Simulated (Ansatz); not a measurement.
Si$_{32}$Ni$_{17}$, 49 atoms, a = 10.93 Å, b = 10.93 Å, c = 5.46 Å, α = 90.00°, β = 90.00°, γ = 90.00°.

Space group P4/mmm; a generated structure, not necessarily the stable one; computed without spin polarisation.

Computed with DFT PBE, scalar-relativistic, plane waves, PAW in Ansatz.

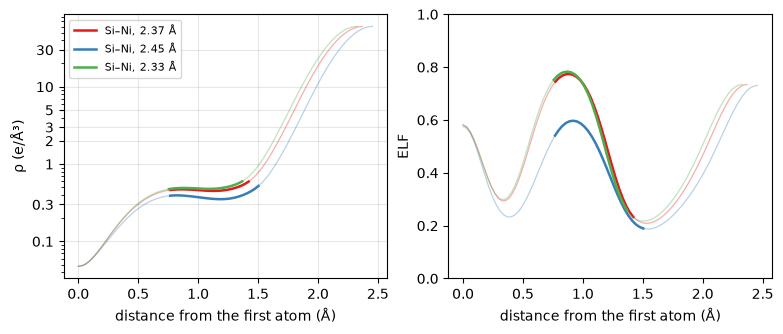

Si$_{32}$Ni$_{17}$. Valence charge density (pseudo) and ELF along straight lines between neighbouring atoms. Thin, pale parts lie inside the atomic spheres.

In a PAW calculation such maps are meaningful between the atoms, not at the nuclei.

Question: Compare the contacts.

Answer: Si–Ni (2.37 Å): ρ is about 0.45 e/Å³ halfway; the ELF peaks at about 0.75 in the valence shell of Si, 0.9 Å from its nucleus, and is about 0.50 at the midpoint.
Si–Ni (2.45 Å): ρ is about 0.35 e/Å³ halfway; the ELF peaks at about 0.60 in the valence shell of Si, 0.9 Å from its nucleus, and is about 0.40 at the midpoint.
Si–Ni (2.33 Å): ρ at the midpoint is about 0.48 e/Å³; the ELF peaks at about 0.80 in the valence shell of Si, 0.9 Å from its nucleus, and is about 0.55 at the midpoint.
